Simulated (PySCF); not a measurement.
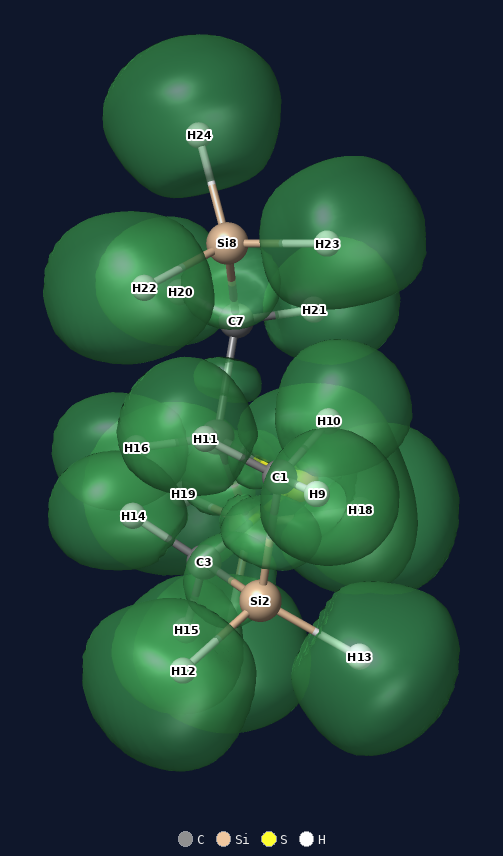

The picture shows: C₄H₁₆SSi₃ (SMILES C[SiH2]CS[C@H]([SiH3])C[SiH3]). Isosurface of the electron localisation function at 0.8 (green), seen at an oblique angle. Only the valence region is drawn (cores and ρ < 0.01 e/Å³ removed).

Geometry: GFN2-xTB.

Computed with PBE0/pcSseg-1, SCF density, gas phase, non-relativistic in PySCF.

Input

```
{"job": {"kind": "nmr", "xc": "PBE0", "basis": "pcSseg-1"}, "charge": 0, "multiplicity": 1}
C      3.104938     1.411033    -0.690989
Si     3.028455    -0.323101     0.070536
C      1.243190    -0.635184     0.669939
S      0.107962    -0.641540    -0.749511
C     -1.521241    -0.651581     0.114371
Si    -2.138925    -2.452176     0.125109
C     -2.446176     0.340086    -0.569851
Si    -1.600367     2.029273    -0.832606
H      4.083717     1.614492    -1.114356
H      2.368303     1.517220    -1.482861
H      2.901669     2.178926     0.051223
H      3.887981    -0.418927     1.260013
H      3.390909    -1.358727    -0.899710
H      0.916762     0.154645     1.345546
H      1.146781    -1.591426     1.181276
H     -1.301921    -0.296825     1.123850
H     -1.133996    -3.279213     0.793360
H     -2.314517    -2.872004    -1.262283
H     -3.405389    -2.508677     0.860074
H     -3.350996     0.441849     0.034034
H     -2.760351    -0.060722    -1.535585
H     -0.738687     2.325215     0.315963
H     -0.824165     2.052368    -2.068482
H     -2.655669     3.044760    -0.898038
```

Command:

```sh
OMP_NUM_THREADS=1 python probes_run.py task.json out
```

Q: Where are the electrons localised?

A: At this value the surface marks out one region between bonded C–C atoms (shared pairs), two regions between bonded C–S atoms (shared pairs), four regions between bonded C–Si atoms (shared pairs), 16 regions around hydrogen nuclei and one lobe on S, pointing away from the bonds (lone pairs, which may merge into one lobe).

Values along the shortest contacts:
C–C (1.52 Å): the ELF peaks at about 0.95 between the atoms (localised, covalent bonding). C–S (1.82 Å): the ELF peaks at about 0.90 between the atoms: localised, covalent bonding.
